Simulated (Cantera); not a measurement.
Feed: 1 mol SiH2Cl2, a varied amount of H2, 0.43 mol C2H2, at 1375 K and 0.130 bar.

Method: chemical equilibrium by Gibbs-energy minimisation in Cantera with the NASA 1993 tables (ideal gas, pure condensed phases). Candidate condensed phases: C, C6H6, C7H8, C8H18, Si, SiC; 109 gas species. Mutual solubility and eutectic melting of coexisting phases are not modelled. The tables' values for SiCl3 are old estimates; treat these amounts as uncertain. Equilibrium is a limit: real reactors are often held back by kinetics, nucleation or transport.

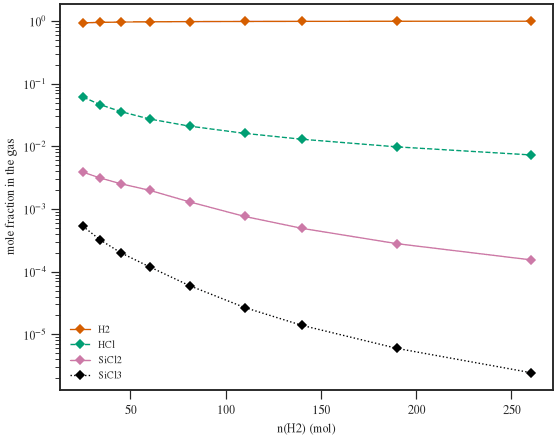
Fig. 1. Equilibrium gas composition (values under 1e-9 drawn at 1e-9)

From 25 mol H2 to 60 mol H2 the condensed part is SiC(s). From 81 mol H2 to 260 mol H2 the condensed part is Si(s) + SiC(s). The main Si-bearing gas is SiCl2 throughout.
